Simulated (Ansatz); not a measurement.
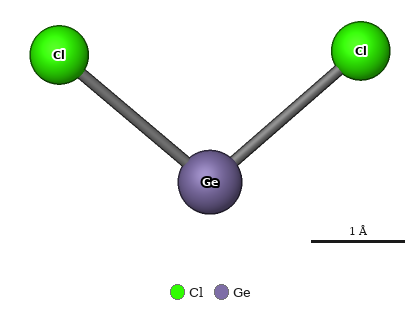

The structure (ball-and-stick view, seen at a tilt). Sticks mark near contacts. Bond lengths as drawn: Cl–Ge 2.18 Å.

Run report: GeCl$_{2}$, single-point calculation

- system: GeCl$_{2}$, SMILES Cl[Ge]Cl
- method: B2GP-PLYP/LANL2DZ, RKS, dispersion D4, core potentials LANL2DZ (Ansatz 0.2.0)

The geometry comes from this level: PBE0-D4/def2-TZVP.

**What the program printed**
```
Functional definition: B2GP-PLYP
  name "B2GP-PLYP"
  parameter a = 0.65
  parameter c = 0.36
  exchange = (1 - a)*b88_x + a*exact_x
  correlation = (1 - c)*lyp_c + c*(mp2_os + mp2_ss)
522 factors; integrals over basis functions are off by at most 5.7e-4 eV
385 factors; integrals over basis functions are off by at most 4.4e-3 eV
mean field evaluation 1: about -909.1497 eV, gradient 1.6e1 eV
mean field evaluation 2: about -909.1502 eV, gradient 1.6e1 eV
mean field evaluation 4: about -910.3250 eV, gradient 4.4e-1 eV
mean field evaluation 8: about -910.3265 eV, gradient 6.1e-3 eV
mean field -910.32652189 eV, -33.4538826381 hartree, gradient 7.8e-6 eV, S^2 0.000000; 0 other end points of the search recorded, 0 dependent functions left out
reference -910.32660481 eV, -33.4538856851 hartree; 9, 9 occupied and 15, 15 virtual orbitals, 385 factors
second order -3.20292280 eV of doubles, -0.00000000 eV of singles
Total energy: -911.49899682 eV, -33.4969702969 hartree
```

The run was set up as follows.

**Input**
```yaml
crystal:
  periodic: [false, false, false]
  atoms:
    - {symbol: Cl, position_ang: [-0.065420, -1.681680, 0.422740]}
    - {symbol: Ge, position_ang: [-0.421210, 0.067170, -0.832020]}
    - {symbol: Cl, position_ang: [0.486630, 1.614500, 0.409270]}
basis:
  gaussian:
    orbitals: LANL2DZ.json
    fitting:
      mean_field: def2-universal-jkfit
      correlation: def2-TZVP-rifit.json
    final_grid:
      core_spheres: 12
      valence_spheres: 10
      degree: 35
    point_charges: [{charge: 2, position_ang: [3.3986, -1.4328, 1.3873]}]
hamiltonian:
  xc: {name: B2GP-PLYP}
  dispersion: {method: d4, functional: r2scan}
accuracy: low
```

Launch command:
```bash
ansatz run job.yaml --threads 1 --pin off --max-ram 3480MiB --events-out events.jsonl --progress --plain --runs-dir runs
```

**Key numbers**

```tsv
quantity	value
outcome	converged
total energy	−33.496970 hartree
SCF energy	−33.453886 hartree
dispersion energy	−0.000711 hartree
basis functions	24
SCF solution under orbital rotations	stable
hardware	1 thread of Intel Xeon (Sapphire Rapids), 16 GiB of memory available, shared host
wall time	0.85 s
peak memory	0.091 GiB
```

The input asks for low accuracy.
